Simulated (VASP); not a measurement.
Band structure of La$_{2}$GeI$_{2}$ (space group R-3m). These are PBEsol GGA, VASP's PBE PAW potentials (set 64) (plane waves; VASP) values and carry that method's errors.

Unless said otherwise, spin-orbit coupling is left out, though it shifts the bands of the heavy elements here.

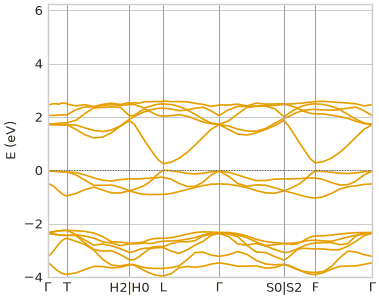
*Bands along high-symmetry lines, zero at the valence-band maximum or, without a gap, the Fermi level*

Question: Read the plot: is there a gap, and where are the band edges?

Answer: The gap is direct, 0.25 eV, from the valence maximum at L to the conduction minimum at L.

The structure comes from a computed database's La2GeI2 entry; how it stands against other phases isn't given here. The cell was not relaxed at this level.
